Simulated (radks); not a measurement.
# Ga⁴⁺ in [Ar] 3d9: an all-electron calculation

Aim: the levels, the sizes of the orbitals and the parts of the energy of the gallium ion Ga4+.

The numbers are computed with radks (a radial shooting solver on a logarithmic mesh, Libxc functionals) version 1 (Dirac Kohn-Sham, exchange-only LDA, spin-unpolarised, spherical densities, finite nucleus; open shells are shared between the two j in proportion to 2j + 1), except any that are marked as measured or tabulated.

## Step 1: What is computed

- element: gallium (Z = 31)
- charge: +4
- electrons: 27
- configuration: [Ar] 3d9
- nuclear rms radius: 3.9973 fm

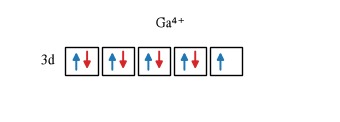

Outer shells as boxes.

## Step 2: Self-consistent calculation

Settings of this run:

```text
Z 31
configuration [Ar] 3d9 4s0 4p0
relativity Dirac
functional lda,
spin unpolarised
j_filling average
nucleus finite rms 3.9973 fm
c 137.035999084
```

Run with:

```sh
$ python run_ks.py task.json out
```

The same process makes all the runs of this session.

What does the calculation give?

**Answer**, as computed:

```
                        quantity                    value
                    total energy      -1934.10609 hartree
exchange-correlation share of it                   3.54 %
                            −T/E                   1.0205
          highest occupied level        3d5/2, -73.907 eV
    most extended occupied level  3d5/2, <r> = 0.748 bohr
 radius at density 0.001 e/bohr³                2.39 bohr
    maxima of the radial density                        3
         ionisation energy, NIST      86.0 (semi-emp.) eV
```

3 principal shells are occupied and 3 maxima appear in the radial density. −T/E is 1.021: with relativity the kinetic term as defined here no longer equals −E. The top level binds by 73.907 eV, 86 % of the NIST ionisation energy of 86.0 eV; the potential of a semilocal functional falls off too fast, so its top eigenvalue is too shallow. Spin polarisation and multiplet splitting are left out. Sharing an open shell by 2j + 1 raises it above the true ground level by a part of the spin-orbit splitting, which enters the differences from NIST.
